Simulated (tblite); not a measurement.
**Geometry relaxation of C4H15BN2Si (part 1 of 2)**

C4H15BN2Si, SMILES CC(C)(C)BN[SiH2]N, computed with GFN2-xTB geometry optimisation, gas phase (tblite 0.8.0).

It belongs to a series of runs on one base structure; here: H on B replaced by tBu.

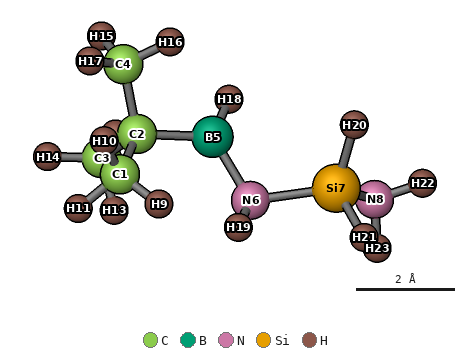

Figure 1. The starting structure (ball-and-stick view, seen at a tilt; atoms are numbered from 1 in the order of the input).

Input
```
{"job": {"kind": "relax", "xc": "GFN2-xTB", "basis": "xTB"}, "charge": 0, "multiplicity": 1}
C     -1.873200     0.381800    -1.228400
C     -1.372400     0.132500     0.146800
C     -1.444700     1.395600     0.954800
C     -2.150900    -1.007400     0.735600
B      0.163400    -0.318500     0.196000
N      1.222300     0.345200    -0.674700
Si     2.696800    -0.651400    -0.852800
N      4.041400    -0.068300     0.205700
H     -1.133500     0.315900    -2.022200
H     -2.652700    -0.393200    -1.449400
H     -2.367300     1.386200    -1.345700
H     -0.991700     1.325300     1.959800
H     -0.869600     2.164800     0.394100
H     -2.489100     1.795400     1.030400
H     -2.415500    -0.875400     1.808500
H     -1.548600    -1.939300     0.578600
H     -3.093400    -1.165200     0.170700
H      0.543600    -0.677900     1.261100
H      0.863500     0.500200    -1.621500
H      2.461600    -2.069800    -0.600500
H      3.168000    -0.535900    -2.243100
H      4.773200    -0.818700     0.135700
H      4.464200     0.804800    -0.170000
```

The first line tells a small driver script what to run in tblite; the rest is the geometry in Å.

Machine: 1 CPU thread, shared host.

Run as:
```bash
OMP_NUM_THREADS=1 python <driver script> task.json out
```

Output
```
step      E/eV     max force
  0    -681.20663    3.419
  1    -681.76685    2.153
  2    -682.01379    1.435
  3    -682.12317    0.943
  4    -682.22495    0.737
  5    -682.25646    0.550
  6    -682.29675    0.638
  7    -682.33589    0.546
  8    -682.36464    0.408
  9    -682.38641    0.306
 10    -682.40278    0.320
 11    -682.41601    0.332
 12    -682.42957    0.265
 13    -682.44183    0.214
 14    -682.45411    0.290
 15    -682.46986    0.445
 16    -682.48422    0.373
 17    -682.49314    0.174
 18    -682.49871    0.167
 19    -682.50425    0.265
 20    -682.51151    0.357
 21    -682.52011    0.250
 22    -682.52735    0.181
 23    -682.53398    0.209
 24    -682.54197    0.334
 25    -682.55007    0.290
 26    -682.55616    0.169
 27    -682.56089    0.160
 28    -682.56620    0.269
 29    -682.57342    0.357
 30    -682.58150    0.292
 31    -682.58817    0.170
 32    -682.59296    0.163
 33    -682.59705    0.198
 34    -682.60089    0.213
 35    -682.60490    0.159
 36    -682.60872    0.134
 37    -682.61361    0.196
 38    -682.61721    0.192
 39    -682.62338    0.146
 40    -682.62812    0.143
 41    -682.63334    0.214
 42    -682.63981    0.290
 43    -682.64603    0.288
 44    -682.65491    0.211
 45    -682.66146    0.191
 46    -682.66756    0.227
 47    -682.67285    0.229
 48    -682.68123    0.157
 49    -682.68519    0.124
 50    -682.68801    0.175
 51    -682.69127    0.116
 52    -682.69765    0.128
 53    -682.70341    0.150
 54    -682.70833    0.186
 55    -682.71408    0.224
 56    -682.72245    0.288
 57    -682.72942    0.297
 58    -682.73968    0.267
 59    -682.74431    0.136
 60    -682.74962    0.161
 61    -682.75501    0.176
 62    -682.76088    0.199
 63    -682.76642    0.204
 64    -682.77081    0.171
 65    -682.77446    0.196
 66    -682.77779    0.161
 67    -682.78097    0.106
 68    -682.78379    0.119
 69    -682.78629    0.107
 70    -682.78870    0.153
 71    -682.79048    0.118
 72    -682.79254    0.096
 73    -682.79500    0.110
 74    -682.79743    0.111
 75    -682.79920    0.108
 76    -682.80041    0.089
 77    -682.80152    0.108
 78    -682.80282    0.101
 79    -682.80406    0.091
 80    -682.80508    0.067
 81    -682.80584    0.045
 82    -682.80634    0.047
 83    -682.80664    0.045
 84    -682.80682    0.037
 85    -682.80698    0.029
 86    -682.80716    0.027
 87    -682.80734    0.030
 88    -682.80750    0.032
 89    -682.80762    0.027
 90    -682.80772    0.023
 91    -682.80783    0.023
 92    -682.80796    0.032
 93    -682.80811    0.036
 94    -682.80825    0.027
 95    -682.80837    0.026
 96    -682.80850    0.028
 97    -682.80866    0.034
 98    -682.80887    0.044
 99    -682.80914    0.039
100    -682.80944    0.036
101    -682.80978    0.045
102    -682.81021    0.059
103    -682.81074    0.074
104    -682.81128    0.065
105    -682.81164    0.035
106    -682.81185    0.027
107    -682.81203    0.027
108    -682.81231    0.032
109    -682.81273    0.041
110    -682.81317    0.042
111    -682.81351    0.036
112    -682.81374    0.048
113    -682.81394    0.037
114    -682.81421    0.042
115    -682.81461    0.043
116    -682.81497    0.033
117    -682.81515    0.025
118    -682.81533    0.029
119    -682.81548    0.024
120    -682.81560    0.027
121    -682.81571    0.027
122    -682.81584    0.037
123    -682.81605    0.038
124    -682.81632    0.035
125    -682.81658    0.033
126    -682.81680    0.029
127    -682.81700    0.036
128    -682.81721    0.027
129    -682.81747    0.036
130    -682.81773    0.045
131    -682.81802    0.049
132    -682.81832    0.047
133    -682.81858    0.029
134    -682.81875    0.027
135    -682.81889    0.029
136    -682.81902    0.034
137    -682.81920    0.033
138    -682.81944    0.033
139    -682.81974    0.032
140    -682.82009    0.035
141    -682.82052    0.044
142    -682.82096    0.049
143    -682.82141    0.052
144    -682.82181    0.051
145    -682.82228    0.053
146    -682.82273    0.042
147    -682.82324    0.054
148    -682.82350    0.032
149    -682.82366    0.021
150    -682.82374    0.017
151    -682.82382    0.023
152    -682.82390    0.020
153    -682.82402    0.024
154    -682.82417    0.026
155    -682.82440    0.039
156    -682.82467    0.042
157    -682.82495    0.038
158    -682.82514    0.029
159    -682.82526    0.020
160    -682.82535    0.024
161    -682.82544    0.024
162    -682.82555    0.026
163    -682.82567    0.034
164    -682.82583    0.034
165    -682.82603    0.040
166    -682.82627    0.042
167    -682.82651    0.041
168    -682.82676    0.034
169    -682.82702    0.053
170    -682.82736    0.055
171    -682.82783    0.058
172    -682.82824    0.038
173    -682.82847    0.033
174    -682.82865    0.029
175    -682.82879    0.026
176    -682.82891    0.028
177    -682.82903    0.026
178    -682.82915    0.023
179    -682.82926    0.025
180    -682.82936    0.021
181    -682.82944    0.018
182    -682.82952    0.015
183    -682.82958    0.014
184    -682.82964    0.017
185    -682.82971    0.019
186    -682.82977    0.016
187    -682.82983    0.014
188    -682.82988    0.015
189    -682.82992    0.016
190    -682.82996    0.016
191    -682.83000    0.012
192    -682.83004    0.011
193    -682.83008    0.013
194    -682.83011    0.015
195    -682.83014    0.017
196    -682.83018    0.015
197    -682.83022    0.012
198    -682.83025    0.012
199    -682.83029    0.017
200    -682.83033    0.023
201    -682.83038    0.022
202    -682.83042    0.014
203    -682.83045    0.014
204    -682.83048    0.013
205    -682.83051    0.016
206    -682.83055    0.017
207    -682.83058    0.014
208    -682.83061    0.016
209    -682.83065    0.015
210    -682.83069    0.014
211    -682.83074    0.014
212    -682.83078    0.016
213    -682.83081    0.013
214    -682.83084    0.009
```

Trajectory as extended XYZ (Å, eV, eV/Å), 10 of the 215 frames kept, from step=0 to step=214
```
23
Properties=species:S:1:pos:R:3:forces:R:3 step=0 energy=-681.20663
C    -1.8732    0.3818   -1.2284   -1.8980   0.4970  -1.9100
C    -1.3724    0.1325    0.1468    1.4450  -0.5900   0.1330
C    -1.4447    1.3956    0.9548   -0.1830   1.8160   0.3050
C    -2.1509   -1.0074    0.7356   -0.9950  -1.6190   0.5690
B     0.1634   -0.3185    0.1960    2.1540   2.6540  -0.0750
N     1.2223    0.3452   -0.6747   -1.1900  -3.0090   0.4260
Si    2.6968   -0.6514   -0.8528    0.6610   1.1130   0.7210
N     4.0414   -0.0683    0.2057    0.0580  -0.8160  -1.5380
H    -1.1335    0.3159   -2.0222    0.1270   0.0120   0.0370
H    -2.6527   -0.3932   -1.4494    0.5760   0.8250  -0.3360
H    -2.3673    1.3862   -1.3457    0.3820  -0.8760   0.1430
H    -0.9917    1.3253    1.9598   -0.3780  -0.1140  -0.5030
H    -0.8696    2.1648    0.3941   -0.2540  -0.2940   0.4930
H    -2.4891    1.7954    1.0304    0.7260  -0.4960   0.1200
H    -2.4155   -0.8754    1.8085    0.4080  -0.2080  -0.7350
H    -1.5486   -1.9393    0.5786   -0.7320   0.5200   0.5330
H    -3.0934   -1.1652    0.1707    0.2830   0.0450   0.6650
H     0.5436   -0.6779    1.2611    0.0510  -0.2850  -0.5410
H     0.8635    0.5002   -1.6215    0.0540   0.5140   0.5810
H     2.4616   -2.0698   -0.6005    0.0590  -0.0450   0.1550
H     3.1680   -0.5359   -2.2431   -0.2250   0.0690  -0.1330
H     4.7732   -0.8187    0.1357   -0.7220   1.1530   0.3440
H     4.4642    0.8048   -0.1700   -0.4080  -0.8650   0.5450
23
Properties=species:S:1:pos:R:3:forces:R:3 step=24 energy=-682.54197
C    -1.7941    0.4014   -1.3084   -0.0140  -0.0340  -0.0300
C    -1.2896    0.1593    0.1320    0.0320  -0.0520   0.0200
C    -1.5257    1.4396    0.9492    0.0300   0.0460   0.0580
C    -2.1299   -0.9513    0.7985   -0.0630  -0.0280  -0.0040
B     0.2621   -0.2655    0.2400   -0.0350  -0.0780   0.0170
N     1.2072   -0.0024   -0.7501    0.0490  -0.1500   0.0110
Si    2.7610   -0.7690   -1.0028   -0.0450   0.2380   0.2300
N     3.9374   -0.0846    0.0534    0.0400  -0.0330   0.0020
H    -0.9875    0.3923   -2.0395    0.0070   0.0580   0.0230
H    -2.4990   -0.3652   -1.6178   -0.0070  -0.1010   0.0300
H    -2.3068    1.3586   -1.3861    0.0250   0.0110  -0.0090
H    -1.1541    1.3139    1.9619    0.0190  -0.0140   0.0910
H    -1.0097    2.2937    0.5187    0.0150   0.0200  -0.1090
H    -2.5911    1.6611    1.0010   -0.0140   0.0460  -0.0080
H    -2.1177   -0.8282    1.8804    0.0230  -0.0530  -0.0450
H    -1.7417   -1.9449    0.5779    0.0010   0.0690  -0.1030
H    -3.1648   -0.9133    0.4621   -0.0420   0.0570   0.0700
H     0.6052   -0.8835    1.1802    0.0490   0.0840  -0.0750
H     0.8987    0.5546   -1.5362   -0.0060   0.0000   0.0560
H     2.7401   -2.1865   -0.6740   -0.0300  -0.0850   0.0640
H     2.9589   -0.5765   -2.4384    0.1230   0.0620  -0.1950
H     4.7113   -0.6585    0.3454    0.0060   0.0090  -0.0300
H     4.2252    0.8820    0.0217   -0.1610  -0.0720  -0.0640
23
Properties=species:S:1:pos:R:3:forces:R:3 step=48 energy=-682.68123
C    -1.8012    0.3589   -1.3143   -0.0250   0.0060   0.0090
C    -1.2833    0.1297    0.1213   -0.0920   0.0600   0.0290
C    -1.4094    1.4527    0.9021    0.0130   0.0160   0.0060
C    -2.1918   -0.9081    0.7999   -0.0890  -0.0490   0.0170
B     0.2461   -0.3509    0.2440   -0.0840  -0.0360  -0.0460
N     1.1871   -0.1291   -0.7524    0.0770   0.0290  -0.0050
Si    2.7790   -0.7949   -0.9709    0.1450  -0.0540  -0.0230
N     3.8752   -0.0681    0.1403    0.0650   0.0380  -0.0290
H    -1.0003    0.6299   -2.0057   -0.1090   0.0590   0.0940
H    -2.2730   -0.5456   -1.6997    0.0940   0.0510   0.0070
H    -2.5467    1.1584   -1.3356    0.0710  -0.1250   0.0030
H    -1.0251    1.3361    1.9145   -0.0150   0.0050  -0.0340
H    -0.8396    2.2419    0.4113   -0.0350  -0.0330   0.0260
H    -2.4549    1.7654    0.9672    0.1000  -0.0190  -0.0220
H    -1.8357   -1.1292    1.8065   -0.0680   0.0440  -0.0880
H    -2.1952   -1.8406    0.2301    0.0120   0.1100   0.1060
H    -3.2196   -0.5425    0.8688    0.0810  -0.0400  -0.0280
H     0.5986   -0.9026    1.2136    0.0280  -0.0440   0.0190
H     0.8822    0.4027   -1.5521   -0.1240   0.0510  -0.0810
H     2.7857   -2.2228   -0.6761    0.0440  -0.0420   0.0160
H     3.0223   -0.5321   -2.4036    0.0700  -0.0120   0.0260
H     4.8197   -0.4169    0.2130   -0.1290  -0.0010  -0.0310
H     3.8752    0.9346    0.2472   -0.0310  -0.0150   0.0300
23
Properties=species:S:1:pos:R:3:forces:R:3 step=71 energy=-682.79048
C    -1.8045    0.3526   -1.2859    0.0440   0.0240  -0.0040
C    -1.2702    0.1048    0.1323    0.0280   0.0250  -0.0440
C    -1.2691    1.4526    0.8777    0.0110  -0.0160  -0.0060
C    -2.2584   -0.8307    0.8445    0.0430   0.0520  -0.0400
B     0.2309   -0.4827    0.1678    0.0010  -0.0200   0.0100
N     1.1523   -0.2828   -0.8583    0.0060  -0.0020   0.0190
Si    2.8086   -0.8269   -0.9955   -0.0230  -0.0200   0.0430
N     3.7757   -0.0149    0.1740   -0.0760   0.0890   0.0120
H    -1.2122    1.1077   -1.7993    0.0290   0.0030  -0.0310
H    -1.7848   -0.5635   -1.8734    0.0220  -0.0050   0.0010
H    -2.8323    0.7111   -1.2531   -0.0380   0.0020   0.0260
H    -0.9070    1.3340    1.8965    0.0220  -0.0310  -0.0080
H    -0.6295    2.1708    0.3676    0.0110   0.0040   0.0260
H    -2.2786    1.8626    0.9232    0.0110   0.0110  -0.0220
H    -1.8768   -1.1374    1.8144   -0.0160   0.0440   0.0320
H    -2.4294   -1.7240    0.2507    0.0210  -0.0710  -0.0200
H    -3.2149   -0.3270    0.9842   -0.0220  -0.0440   0.0320
H     0.5985   -1.0816    1.1073   -0.0030   0.0280   0.0050
H     0.8261    0.2125   -1.6756   -0.0580   0.0210   0.0350
H     2.9087   -2.2504   -0.6823    0.0210  -0.0190  -0.0270
H     3.1412   -0.5433   -2.4032    0.0030   0.0030   0.0040
H     4.7730   -0.1377    0.1890    0.0420  -0.0960  -0.0320
H     3.5479    0.9211    0.4664   -0.0820   0.0190  -0.0140
```
